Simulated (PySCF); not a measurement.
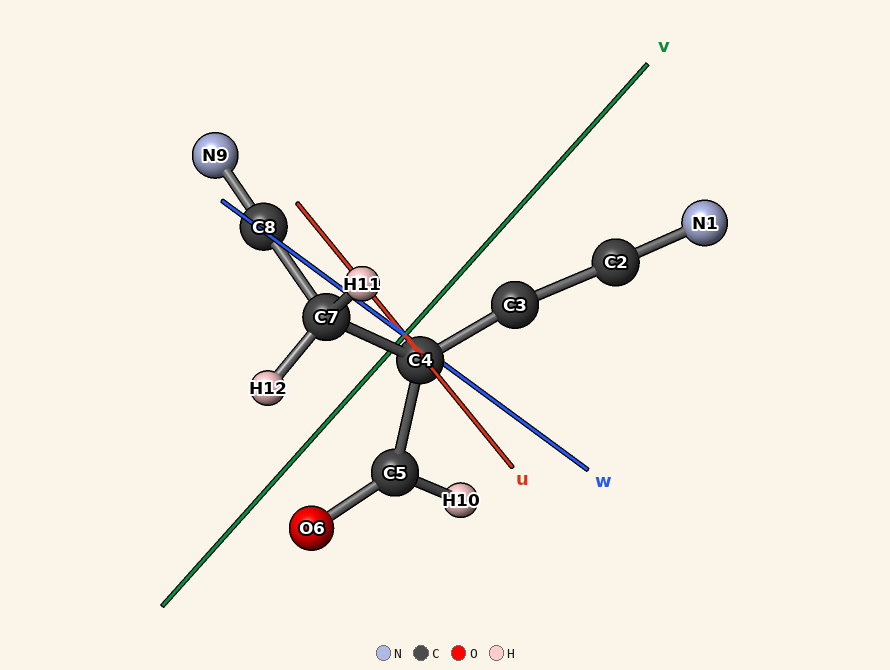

The lines u, v and w are the principal axes of the g tensor. Charge 0, doublet. Computed geometry: GFN2-xTB optimisation. No frequency run is at hand to confirm it as a minimum. Level of theory: UKS B3LYP, pcH-1 on C H N O, non-relativistic, mean-field spin-orbit, GIAO (PySCF 2.14.0).

Along which axis does g lie farthest from the free-electron value?

Along u: the shift is 1307 ppm.

Give the principal values and shifts.

```
axis        g  shift (ppm)
   u  2.00363         1307
   v  2.00194         −382
   w  2.00217         −148
```
